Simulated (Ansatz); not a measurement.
The relaxed structure here is a generated cell of BiB: the first start was made by placing the elements on the sites of a structure type, and the end was not matched to a known phase here, so it may be hypothetical.

One stationary structure of BiB. Calculation: r2SCAN (plane waves to 500 eV, PAW, scalar-relativistic; Ansatz, a first-principles code).

F-43m (No. 216), cF8, zinc blende type; a = 5.490 Å, b = 5.490 Å, c = 5.490 Å, α = 90.00°, β = 90.00°, γ = 90.00°.

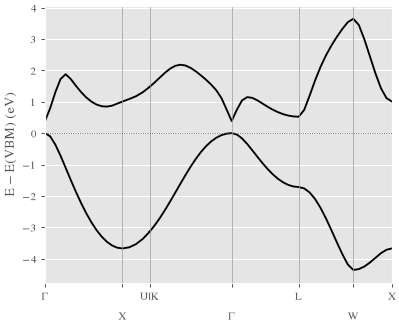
Figure. Highest filled and lowest empty band along the path of this cell's Brillouin zone

Question: Read off the gap and say whether it is direct.

Answer: 0.39 eV, direct at Γ (no spin-orbit coupling).

Question: How far does the top valence band disperse along this path?

Answer: About 4.4 eV.

No spin polarisation in the result. Spin-orbit coupling is missing; with elements this heavy it can move band edges by tenths of an eV or more.

It was reached from a disturbed copy of a P-6m2 (No. 187) cell (AFLOW prototype AB_hP2_187_d_a (B_h, as in WC)), against which it lies -0.67 eV/atom.
